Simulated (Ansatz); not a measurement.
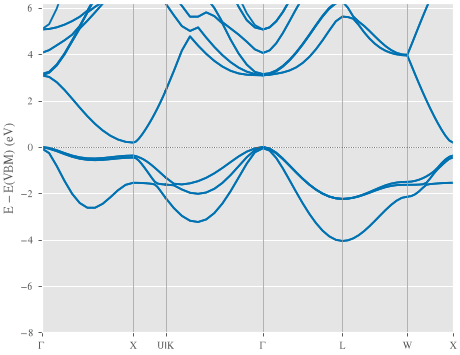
Fig. 1. Band structure from DFT-PBE with spin–orbit coupling in the program Ansatz with PAW potentials

Read off the gap and where the band edges lie.

About 0.2 eV (0.19 eV by a search for the band edges); maximum at Γ, minimum at X.

The material is YN (rock salt, Fm-3m).

The PBE relaxation kept the symmetry of its start. The run is not spin-polarised.

Potentials: the later of the program's two PAW sets.
